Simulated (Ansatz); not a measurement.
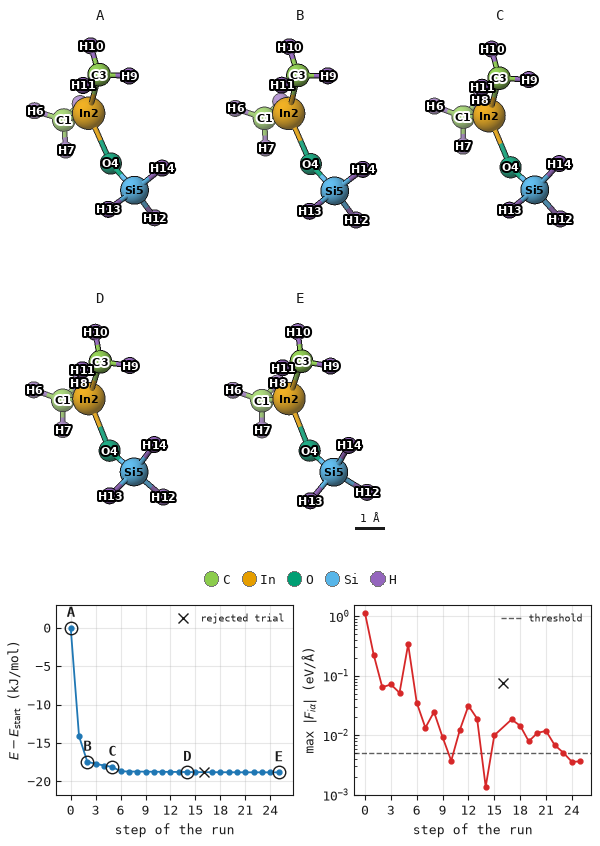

Frames of a relaxation of C₂H₉InOSi, marked on the history of the run. The picture is a ball-and-stick view, seen from a free direction.

The start comes from GFN2-xTB.

Level of theory: RKS PBE0-D4/def2-TZVP (Ansatz). Set-up: force threshold 0.005 eV/Å; at most 150 steps.

Q: What happens along the run?

A: The energy falls by 18.8 kJ/mol in 24 accepted moves (25 points after the start). Largest force component: 1.1 eV/Å at the start, 0.0036 eV/Å at the end. The line search rejected the trial step at point 16 of the run. The forces were under the threshold at step 10, but the run went on from there. H12 moves most after the best rigid fit: 0.61 Å. Largest moves by element: H 0.61 Å, C 0.23 Å, O 0.20 Å, In 0.10 Å, Si 0.06 Å. Some distances before and after: C1–In2 2.241 → 2.131 Å, In2–C3 2.242 → 2.136 Å, Si5–H12 1.467 → 1.492 Å, Si5–H14 1.476 → 1.498 Å. Among the angles between lasting bonds that change: In2–O4–Si5 150.9° → 139.0°, C1–In2–C3 147.1° → 142.3°, O4–Si5–H12 107.0° → 111.2°. Groups turn about O4–Si5 by about 20°. The run took about 40 s of wall time on a shared GPU. From step 0 to 2: H10 moves most (0.16 Å), energy −17.5 kJ/mol. From step 2 to 5: H atoms move most (0.24 Å), energy −0.66 kJ/mol. From step 5 to 14: H14 moves most (0.20 Å), energy −0.67 kJ/mol. From step 14 to 25: H14 moves most (0.25 Å), energy −0.04 kJ/mol.

```
step  E − E(0), kJ/mol  largest force component, eV/Å      note
   0              0.00                         1.1150          
   1            -14.12                         0.2256          
   2            -17.45                         0.0642          
   3            -17.70                         0.0715          
   4            -17.94                         0.0519          
   5            -18.11                         0.3370          
   6            -18.68                         0.0352          
   7            -18.71                         0.0134          
   8            -18.72                         0.0247          
   9            -18.73                         0.0093          
  10            -18.74                         0.0037          
  11            -18.76                         0.0123          
  12            -18.76                         0.0314          
  13            -18.77                         0.0191          
  14            -18.78                         0.0014          
  15            -18.79                         0.0100          
  16            -18.75                         0.0755  rejected
  17            -18.80                         0.0185          
  18            -18.81                         0.0145          
  19            -18.81                         0.0079          
  20            -18.82                         0.0110          
  21            -18.82                         0.0119          
  22            -18.82                         0.0069          
  23            -18.82                         0.0051          
  24            -18.82                         0.0036          
  25            -18.82                         0.0036
```
